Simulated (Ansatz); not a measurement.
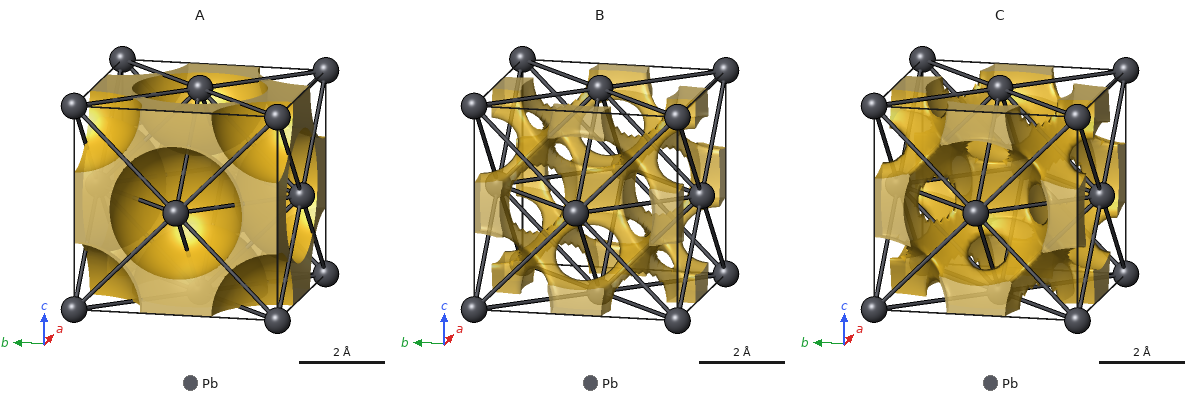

Three surfaces of the space that a probe's centre can reach in Pb (Fm-3m), computed for probe radii of 0.15, 0.30, 0.40 Å, in shuffled order. Pale faces close the region where the drawn box cuts it.

The atoms' radii are covalent radii (Cordero): Pb 1.46 Å.

Origin of the cell: the geometry relaxed with DFT PBEsol, scalar-relativistic, plane waves, PAW (Ansatz 0.2.0).

```cif
data_structure
_symmetry_space_group_name_H-M 'P 1'
_symmetry_Int_Tables_number 1
_cell_length_a 4.9342
_cell_length_b 4.9342
_cell_length_c 4.9342
_cell_angle_alpha 90.000
_cell_angle_beta 90.000
_cell_angle_gamma 90.000
_cell_volume 120.13
loop_
_atom_site_label
_atom_site_type_symbol
_atom_site_fract_x
_atom_site_fract_y
_atom_site_fract_z
_atom_site_occupancy
Pb1 Pb 0.00000 0.00000 0.00000 1
Pb2 Pb 0.00000 0.50000 0.50000 1
Pb3 Pb 0.50000 0.00000 0.50000 1
Pb4 Pb 0.50000 0.50000 0.00000 1
```

Which panel belongs to which radius, and what does each show?

A: 0.15 Å, a three-dimensional network, 42 % of the volume. C: 0.30 Å, a three-dimensional network, 24 % of the volume. B: 0.40 Å, a three-dimensional network, 13 % of the volume. The larger the probe, the smaller the space left to it.
